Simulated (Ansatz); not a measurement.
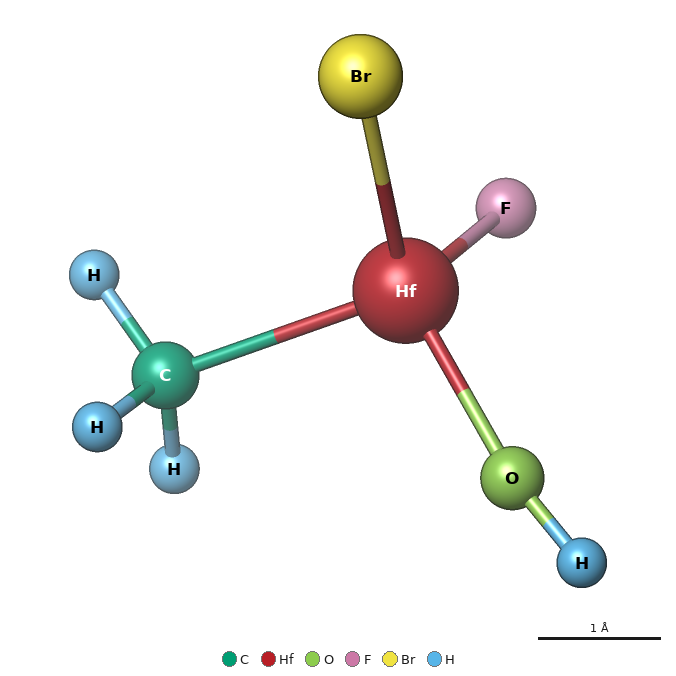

Depth is shown by fading: the farther an atom, the more it takes the colour of the background. Charge 0, singlet. Computed geometry: PBE0-D4/def2-TZVP optimisation. Masses are those of the most abundant isotopes; constants are for the rigid equilibrium geometry.

**Classify the rotor and give the rotational constants (MHz).**

An asymmetric top (C1): A = 2708, B = 938, C = 935 MHz. Ray's parameter κ is −1.00, close to the prolate limit.
